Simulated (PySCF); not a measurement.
# C₅H₁₅BN₂Si: what the fields show

The calculation's input:

```
{"job": {"kind": "nmr", "xc": "PBE0", "basis": "pcSseg-1"}, "charge": 0, "multiplicity": 1}
C      2.948230    -0.776600     0.048503
C      2.752105     0.731188    -0.008389
C      1.375250     1.152527     0.491314
Si    -0.037924     0.514032    -0.600349
N     -1.487922     1.455033    -0.302201
B     -2.727043     0.905623     0.022191
C     -2.890051    -0.675691     0.111220
C     -1.836418    -1.469193    -0.666622
N     -0.471573    -1.124057    -0.309725
H      2.207883    -1.274148    -0.572014
H      3.941169    -1.048536    -0.303467
H      2.839670    -1.134049     1.070593
H      3.524651     1.215499     0.596616
H      2.879574     1.072160    -1.037528
H      1.335037     2.242094     0.509974
H      1.257731     0.822024     1.524515
H      0.271897     0.639285    -2.036351
H     -1.416005     2.458958    -0.360900
H     -3.637229     1.613567     0.255237
H     -3.878597    -0.985613    -0.234915
H     -2.839770    -0.968303     1.165781
H     -1.948472    -1.253584    -1.731824
H     -1.974474    -2.546014    -0.522644
H     -0.199454    -1.546436     0.565473
```

Command:

```sh
OMP_NUM_THREADS=1 python probes_run.py task.json out
```

Geometry: GFN2-xTB.

All numbers below come from PBE0/pcSseg-1, SCF density, gas phase, non-relativistic in PySCF.

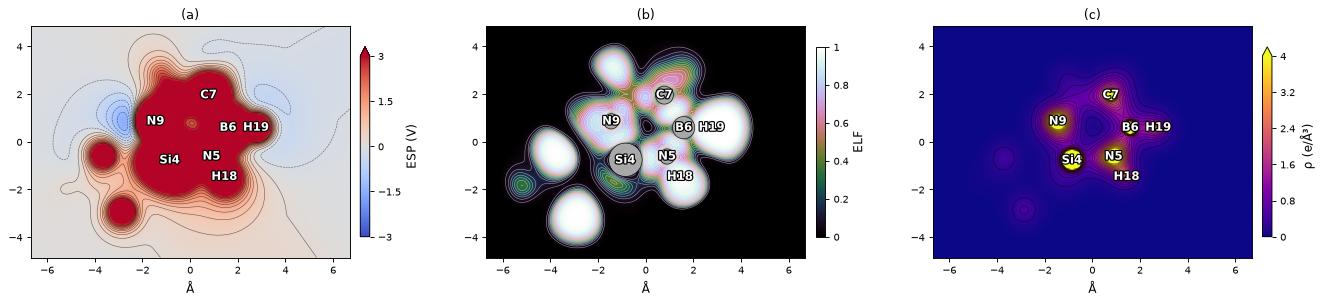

Figure 1. (a) molecular electrostatic potential; (b) electron localisation function; (c) electron density on the plane of atoms N5, Si4 and N9. Grey discs cover the atomic cores in the ELF map.

What does the map show?

Atoms in the plane: Si, N, B, C and H. B–N (1.39 Å): the density is about 1.9 e/Å³ at the midpoint; the ELF peaks at about 0.90 between the atoms: a polar covalent bond. C–B (1.59 Å): the density is about 1.4 e/Å³ at the midpoint; the ELF peaks at about 1 between the atoms (localised, covalent bonding). Si–N (1.72 Å): ρ at the midpoint is about 1.1 e/Å³; the ELF peaks at about 0.90 between the atoms: a polar covalent bond. N–H (1.01 Å): ρ at the midpoint is about 2.8 e/Å³; the ELF climbs to about 1 towards the hydrogen, as it does in any bond to H (a covalent bond by its length). The ELF also peaks beside N9, away from the bonds: lone-pair regions. Outside the dense part of the molecule the potential is most negative (−1.5 V) near N9.

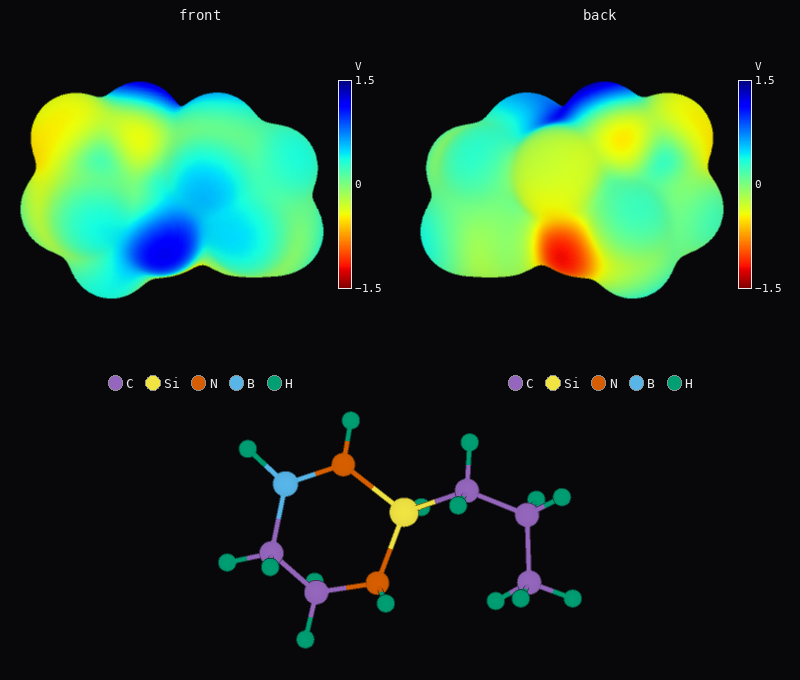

Figure 2. The electrostatic potential painted on the density surface at 0.001 e/bohr³, seen from the front and from behind; the colour scale runs from red (negative) to blue (positive). The bare structure is drawn below in the same view.

Where is the surface potential most negative and most positive?

The most negative region (about −1.1 V, or −25 kcal/mol for a unit charge) lies over N9, the most positive (about +1.3 V, or +30 kcal/mol for a unit charge) over H18. N9 is the likeliest acceptor of a hydrogen bond.

How polar is the molecule by this calculation?

Its dipole moment is 1.37 D.
